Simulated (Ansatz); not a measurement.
**Run report: AlPH₅Cl, molecular dynamics (part 3 of 3)**

The same run, continued: AlPH₅Cl; RKS PBE/def2-SVP (Ansatz 0.2.0). It belongs to a series of runs on one base structure; here: dynamics from the highest image of the converged band.

Geometry of the input (Å):
```
Al 0.0660  -0.1095  0.1791
Cl 0.6188  0.7273  2.0909
H  1.2182  -0.1418  -0.9346
H  -1.4884  -0.0235  -0.2024
P  0.1415  -2.7251  0.9157
H  -0.2923  -3.0098  -0.3906
H  1.5041  -2.4680  1.1407
H  -0.7990  -2.3105  1.8731
```

## What the program printed, continued
```
md step   199: t =    99.50 fs  T =   175.5 K  F+E_penalty+E_count = -28467.45833033 eV  E_kin = 0.136145 eV  conserved = -28467.32218500 eV  (26 SCF iters)
these checks for a lower state are left out or cut short: starts, cluster_reference, orbital_swaps, neighbouring_geometries, increment
885 factors; their error is unknown
mean field -28467.45833254 eV, -1046.1597977846 hartree, gradient 9.8e-6 eV, S^2 0.000000; 0 other end points of the search recorded, 0 dependent functions left out
the calculation of the forces begins
reference -28467.45837024 eV, -1046.1597991701 hartree; 25, 25 occupied and 54, 54 virtual orbitals, 885 factors
885 factors; their error is unknown
mean field -28467.45833254 eV, -1046.1597977846 hartree, gradient 9.4e-6 eV, S^2 0.000000; 1 other end points of the search recorded, 0 dependent functions left out
the calculation of the forces begins
reference -28467.45837024 eV, -1046.1597991700 hartree; 25, 25 occupied and 54, 54 virtual orbitals, 885 factors
md step   200: t =   100.00 fs  T =   175.6 K  F+E_penalty+E_count = -28467.45833254 eV  E_kin = 0.136202 eV  conserved = -28467.32213082 eV  (24 SCF iters)
```

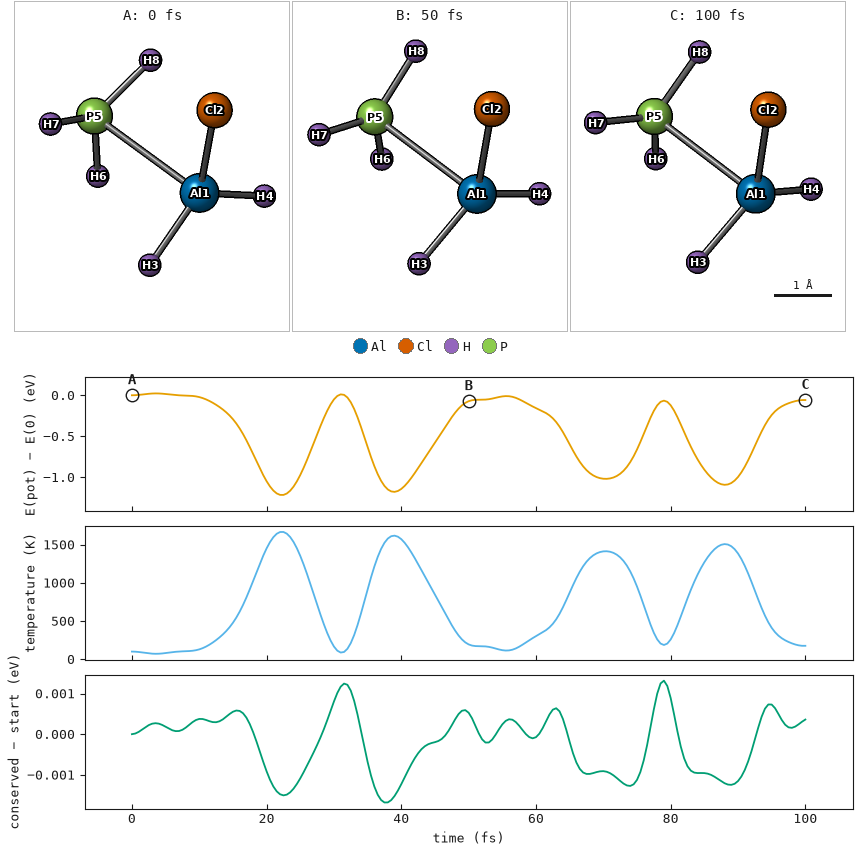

Figure 1. Frames of the molecular dynamics (ball-and-stick, seen at a tilt) above the curves, on which the letters mark them. The trajectory kept here has 201 frames over 100 fs. The temperature starts at 100 K, ranges from 71 to 1665 K and averages 711 K over the second half. The potential energy ends 0.058 eV below its first value. The conserved quantity stays within 0.003 eV. After an unweighted best fit of the last frame on the first, the root-mean-square displacement is 0.18 Å.

```
Total energy: -28467.45837024 eV, -1046.1597991700 hartree
Atom 0 at     0.070503    -0.106973     0.158365 Å, force     0.082029    -1.071566    -0.276564 eV/Å
Atom 1 at     0.601213     0.652202     2.085651 Å, force     0.102481     0.325896     0.267692 eV/Å
Atom 2 at     1.229373    -0.348668    -0.934799 Å, force    -0.066876     0.430527    -0.039944 eV/Å
Atom 3 at    -1.488448    -0.269692    -0.162098 Å, force    -0.099339     0.365640    -0.103530 eV/Å
Atom 4 at     0.153644    -2.616393     0.925334 Å, force    -0.267837     1.583385    -0.678548 eV/Å
Atom 5 at    -0.535390    -3.222188    -0.202713 Å, force     0.474639    -0.179867     1.063521 eV/Å
Atom 6 at     1.547785    -2.701435     1.109718 Å, force    -0.040453    -0.668237    -0.078950 eV/Å
Atom 7 at    -0.484411    -2.179944     2.119623 Å, force    -0.184644    -0.785779    -0.153677 eV/Å
Dipole moment:    -0.043981    -0.866919    -0.018796 e Å
```

## Trajectory as extended XYZ (Å, eV, eV/Å), 12 of the 201 frames kept, from step=0 to step=200
```
8
Properties=species:S:1:pos:R:3:forces:R:3 step=0 time_fs=0.0 energy=-28467.40005 temperature=100.0
Al    0.0660   -0.1095    0.1791   -0.0010   0.0023  -0.0044
Cl    0.6188    0.7273    2.0909    0.0007  -0.0020   0.0011
H     1.2182   -0.1418   -0.9346   -0.0002  -0.0014  -0.0002
H    -1.4884   -0.0235   -0.2024   -0.0006   0.0003   0.0008
P     0.1415   -2.7251    0.9157    0.0023  -0.0023  -0.0045
H    -0.2923   -3.0098   -0.3906    0.0026   0.0033   0.0043
H     1.5041   -2.4680    1.1407   -0.0028   0.0001   0.0011
H    -0.7990   -2.3105    1.8731   -0.0011  -0.0004   0.0018
8
Properties=species:S:1:pos:R:3:forces:R:3 step=18 time_fs=9.0 energy=-28467.40806 temperature=110.7
Al    0.0717   -0.1033    0.1990   -0.1038  -0.3511  -0.5680
Cl    0.6141    0.7193    2.0756    0.0939   0.2056   0.5707
H     1.2687   -0.1047   -0.8712   -0.0546  -0.0277  -0.0454
H    -1.4734   -0.0318   -0.2273    0.0045   0.0444   0.0122
P     0.1379   -2.7145    0.9101    0.6574   1.2515   0.5235
H    -0.3111   -3.1727   -0.3093   -0.2415  -0.4324  -0.4953
H     1.5233   -2.4763    1.1167   -0.3136  -0.3872   0.0010
H    -0.7415   -2.3797    1.9550   -0.0422  -0.3031   0.0013
8
Properties=species:S:1:pos:R:3:forces:R:3 step=36 time_fs=18.0 energy=-28468.11743 temperature=1025.0
Al    0.0745   -0.1073    0.2038   -0.1749  -0.5593  -0.6919
Cl    0.6113    0.7155    2.0722    0.1236   0.2128   0.7389
H     1.2867   -0.0897   -0.8476   -0.0446  -0.0700  -0.0693
H    -1.4620   -0.0062   -0.2463   -0.0003   0.0370   0.0196
P     0.1371   -2.6759    0.9006   -0.6160   2.0260  -1.1958
H    -0.3433   -3.5348   -0.1717    0.4284  -0.0904   0.9372
H     1.5288   -2.7733    1.1500   -0.1204  -0.8316   0.3190
H    -0.6962   -2.7038    2.0611    0.4042  -0.7246  -0.0577
8
Properties=species:S:1:pos:R:3:forces:R:3 step=55 time_fs=27.5 energy=-28467.87776 temperature=715.6
Al    0.0728   -0.1234    0.1890    0.1155   0.5985  -0.2635
Cl    0.6109    0.7156    2.0844   -0.0072  -0.0942   0.1413
H     1.2706   -0.1453   -0.8758   -0.0497  -0.1799   0.0173
H    -1.4519    0.0268   -0.2470   -0.0817  -0.1529   0.0266
P     0.1319   -2.6054    0.8785    0.4321  -3.7319   1.3863
H    -0.1816   -3.9571    0.3716   -0.3478   0.9790  -1.0008
H     1.2804   -3.4306    1.3008    0.3576   1.2577  -0.3622
H    -0.3854   -3.3434    2.0439   -0.4188   1.3237   0.0550
8
Properties=species:S:1:pos:R:3:forces:R:3 step=73 time_fs=36.5 energy=-28468.36261 temperature=1339.2
Al    0.0726   -0.1260    0.1674   -0.0358   0.2327   0.2274
Cl    0.6106    0.7143    2.0997   -0.0512  -0.1707  -0.3159
H     1.2351   -0.3117   -0.9108    0.0372   0.0597  -0.0228
H    -1.4807   -0.0392   -0.2239    0.0762  -0.0210   0.0157
P     0.1351   -2.6050    0.8836    0.5849  -2.2423   1.2783
H    -0.2728   -3.8246    0.2408   -0.3598   0.3813  -0.5828
H     1.3301   -3.3795    1.2455    0.1048   0.9547  -0.4029
H    -0.3623   -3.1909    2.1239   -0.3563   0.8055  -0.1970
8
Properties=species:S:1:pos:R:3:forces:R:3 step=91 time_fs=45.5 energy=-28467.91485 temperature=763.6
Al    0.0731   -0.1237    0.1516    0.0696  -0.7349   0.4305
Cl    0.6094    0.7096    2.1087   -0.0157  -0.0633  -0.4367
H     1.2118   -0.4277   -0.9504   -0.0098   0.3678   0.0309
H    -1.4880   -0.1094   -0.2006   -0.0167   0.2222  -0.0735
P     0.1459   -2.6491    0.9095   -0.8615   2.0743  -1.2878
H    -0.5258   -3.3414   -0.1828    0.5532  -0.2498   0.9759
H     1.5391   -2.8247    0.9919    0.0290  -0.8078   0.3151
H    -0.5854   -2.5851    2.1247    0.2520  -0.8085   0.0456
8
Properties=species:S:1:pos:R:3:forces:R:3 step=109 time_fs=54.5 energy=-28467.42154 temperature=127.9
Al    0.0744   -0.1375    0.1483   -0.1171  -0.1656   0.4621
Cl    0.6076    0.7031    2.1082   -0.0171  -0.0863  -0.4242
H     1.1996   -0.3013   -0.9796    0.0726   0.1732  -0.0031
H    -1.4892   -0.0388   -0.2212    0.0811   0.0827  -0.0163
P     0.1493   -2.6587    0.9218   -0.2556   1.1865  -0.5040
H    -0.5809   -3.0512   -0.2486    0.4234  -0.2837   0.5480
H     1.5914   -2.6272    0.8768   -0.8016  -0.4176   0.2911
H    -0.6470   -2.3750    2.0870    0.6143  -0.4892  -0.3536
8
Properties=species:S:1:pos:R:3:forces:R:3 step=127 time_fs=63.5 energy=-28467.78305 temperature=594.6
Al    0.0744   -0.1562    0.1572    0.1518   0.3426   0.1726
Cl    0.6055    0.6946    2.0988    0.0003  -0.1124  -0.1398
H     1.2161   -0.0469   -0.9870   -0.0751  -0.1815   0.1477
H    -1.4578    0.0844   -0.2582   -0.0406  -0.1728   0.0220
P     0.1450   -2.6315    0.9185    0.6820   2.8116  -0.2329
H    -0.5045   -3.1435   -0.1595   -0.6229  -1.3487  -0.7024
H     1.5289   -2.8066    0.9772    0.2353  -0.7072   0.1626
H    -0.5032   -2.5209    2.1373   -0.3307  -0.6317   0.5702
8
Properties=species:S:1:pos:R:3:forces:R:3 step=145 time_fs=72.5 energy=-28468.35763 temperature=1333.2
Al    0.0767   -0.1644    0.1716   -0.1146   1.0352  -0.0817
Cl    0.6034    0.6835    2.0862   -0.0027  -0.1756   0.1309
H     1.2135    0.0747   -0.9193    0.1410  -0.3714  -0.0952
H    -1.4465    0.0827   -0.2760   -0.0299  -0.3243   0.0906
P     0.1443   -2.5612    0.9025   -0.1881  -3.1390   0.2963
H    -0.4383   -3.7466    0.1004    0.4495   1.5076   0.7101
H     1.3651   -3.3386    1.1596   -0.2212   0.7715  -0.3215
H    -0.3822   -3.0512    2.1944   -0.0341   0.6961  -0.7295
8
Properties=species:S:1:pos:R:3:forces:R:3 step=164 time_fs=82.0 energy=-28467.84928 temperature=678.5
Al    0.0774   -0.1440    0.1832    0.0669   0.5795  -0.6121
Cl    0.6012    0.6684    2.0761    0.0344   0.0912   0.3801
H     1.2807   -0.0836   -0.8899   -0.1729  -0.1668   0.0705
H    -1.4655   -0.1510   -0.2319   -0.0253  -0.0175   0.0195
P     0.1458   -2.5374    0.8924    0.3424  -3.2188   1.4222
H    -0.3278   -3.8264    0.4803   -0.6662   0.2841  -1.4671
H     1.2413   -3.4653    1.1808    0.5459   1.1302  -0.1473
H    -0.4028   -3.1999    2.0732   -0.1253   1.3182   0.3341
8
Properties=species:S:1:pos:R:3:forces:R:3 step=182 time_fs=91.0 energy=-28468.27215 temperature=1223.3
Al    0.0768   -0.1110    0.1783   -0.3139  -1.2308  -0.5262
Cl    0.5999    0.6562    2.0751    0.1276   0.4146   0.5758
H     1.2693   -0.3376   -0.8610    0.0043   0.3635  -0.1841
H    -1.4794   -0.3810   -0.1682    0.0475   0.5114  -0.0757
P     0.1498   -2.5844    0.9079   -0.1966   1.4478  -0.4664
H    -0.5303   -3.5226    0.0435    0.4496  -0.1550   0.6123
H     1.5207   -2.9373    1.1132   -0.3633  -0.6837   0.2018
H    -0.5179   -2.5575    2.1770    0.2449  -0.6677  -0.1376
8
Properties=species:S:1:pos:R:3:forces:R:3 step=200 time_fs=100.0 energy=-28467.45833 temperature=175.6
Al    0.0705   -0.1070    0.1584    0.0820  -1.0716  -0.2766
Cl    0.6012    0.6522    2.0857    0.1025   0.3259   0.2677
H     1.2294   -0.3487   -0.9348   -0.0669   0.4305  -0.0399
H    -1.4884   -0.2697   -0.1621   -0.0993   0.3656  -0.1035
P     0.1536   -2.6164    0.9253   -0.2678   1.5834  -0.6785
H    -0.5354   -3.2222   -0.2027    0.4746  -0.1799   1.0635
H     1.5478   -2.7014    1.1097   -0.0405  -0.6682  -0.0790
H    -0.4844   -2.1799    2.1196   -0.1846  -0.7858  -0.1537
```
